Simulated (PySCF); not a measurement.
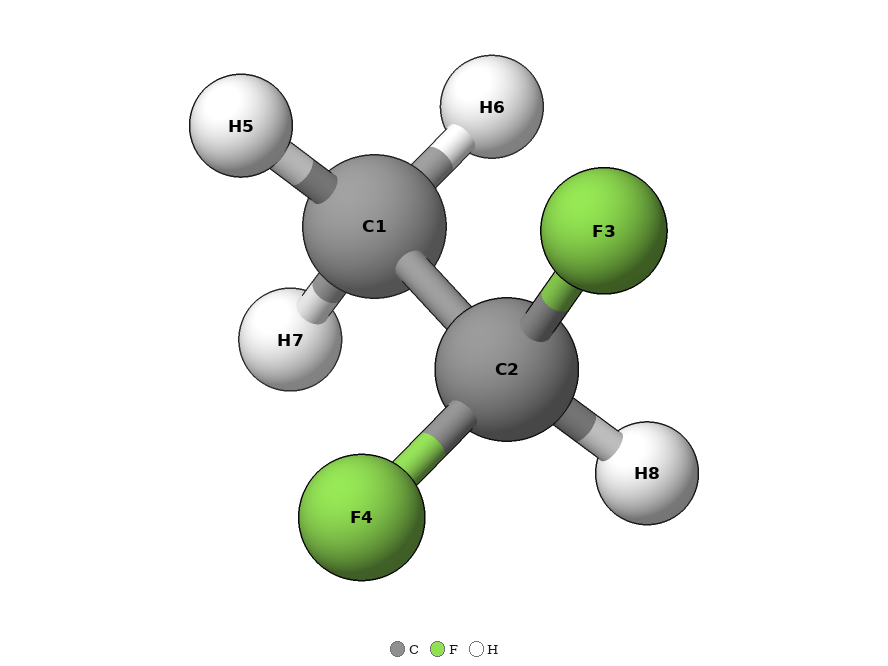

Computed geometry: PBE0-D3(BJ)/def2-SVP optimisation. No frequency run is at hand to confirm it as a minimum. Properties computed with B3LYP/6-31G* indirect spin-spin coupling, non-relativistic, gas phase (PySCF 2.14.0). Isotopes: 13C, 19F, 1H.

Give the spin–spin coupling constants of these pairs, with the number of bonds between them: C1/C2, C1/H7, C2/H8, C2/F4, C1/F4, C2/H5, C2/H7, F3/F4, H5/H6, F3/H5, F3/H7, H5/H8, H7/H8.

```
  pair  bonds apart  J (Hz)
C1, C2            1    61.2
C1, H7            1   143.2
C2, H8            1   183.6
C2, F4            1  −241.6
C1, F4            2    23.4
C2, H5            2    −6.4
C2, H7            2    −0.5
F3, F4            2   296.9
H5, H6            2   −15.4
F3, H5            3     9.2
F3, H7            3    35.0
H5, H8            3     9.0
H7, H8            3     1.1
```

Density functionals are unreliable for couplings to fluorine, so those rows may be far off.
